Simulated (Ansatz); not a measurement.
Input file:

```
crystal:
  periodic: [false, false, false]
  atoms:
    - { symbol: Al, position_ang: [0.018221, -0.192327, -0.062914] }
    - { symbol: H, position_ang: [-0.012208, -0.206747, 1.511393] }
    - { symbol: C, position_ang: [1.720587, -0.115848, -1.025302] }
    - { symbol: H, position_ang: [2.124256, -1.117713, -1.258417] }
    - { symbol: H, position_ang: [1.599407, 0.414289, -1.985254] }
    - { symbol: H, position_ang: [2.484183, 0.414725, -0.432749] }
    - { symbol: H, position_ang: [-1.386612, -0.293212, -0.795279] }
    - { symbol: F, position_ang: [0.030927, 2.367577, 1.254974] }
    - { symbol: H, position_ang: [-0.006061, 1.627357, 1.819747] }
basis:
  gaussian: { orbitals: def2-SVP }
hamiltonian:
  xc: b3lyp
  dispersion: d4
relax:
  f_tol: 0.03
  max_steps: 50
output:
  orbitals: {}
```

Run with:

```sh
ansatz run input.yaml --threads 1 --pin off --max-ram 2048MiB --backend cpu --events-out ev --progress --plain --runs-dir out
```

The fields are those of the run's last geometry, not of the input's.

These are results of Ansatz 0.2.0, RKS B3LYP-D4/def2-SVP, not measurements.

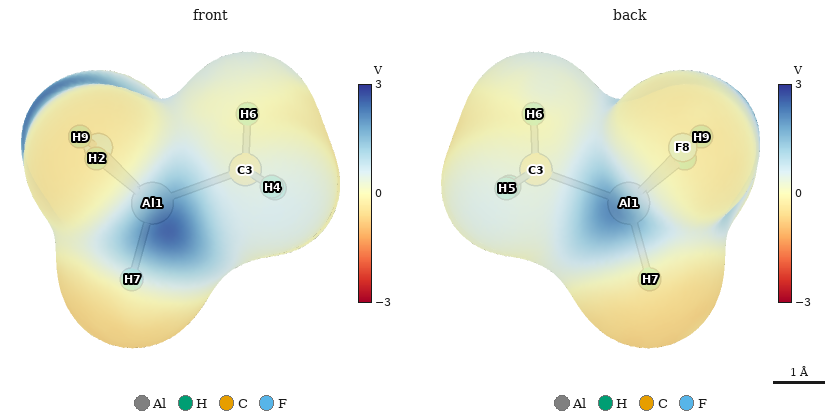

CH6AlF. The molecular electrostatic potential painted on the density surface at 0.002 e/bohr³, seen from the front and from behind; red is negative and blue positive.

### Which sites attract a positive test charge, and which a negative one?

A positive charge is drawn to the negative regions and a negative charge to the positive ones. The most negative region (about −0.7 V) lies over H7, the most positive (about +2.4 V) over Al1.
